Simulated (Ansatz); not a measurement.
```xyz
5

C     0.1484   -0.3416    1.3491
In    0.8952   -1.2409   -0.5744
Si   -1.1447    0.6478    0.7646
H     0.5969   -0.5732    2.3215
H    -1.1186    0.4048   -0.7626
```

Geometry: r2SCAN-D4/def2-SVP; core potentials replace the inner electrons of In.

Method: isolated molecule in a Gaussian basis; Kohn-Sham density functional theory, functional PBE0 (Ansatz 0.2.0).

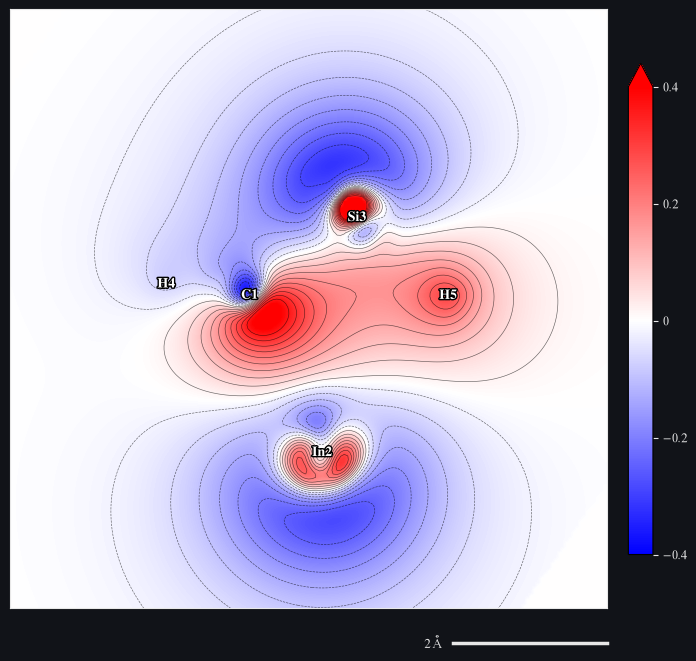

CH2InSi (SMILES [CH]1=[SiH][In]1) (doublet). The HOMO (β) on the molecular plane (values in Å⁻³ᐟ²; the overall sign is arbitrary).

Question: Describe this orbital and give its energy.

Answer: Its weight (Hirshfeld) is mainly on In2 (about 45 %), Si3 (about 35 %) and C1 (about 15 %); it is symmetric in the molecular plane (an in-plane orbital: σ, lone-pair or in-plane π type). Its energy is −6.31 eV.
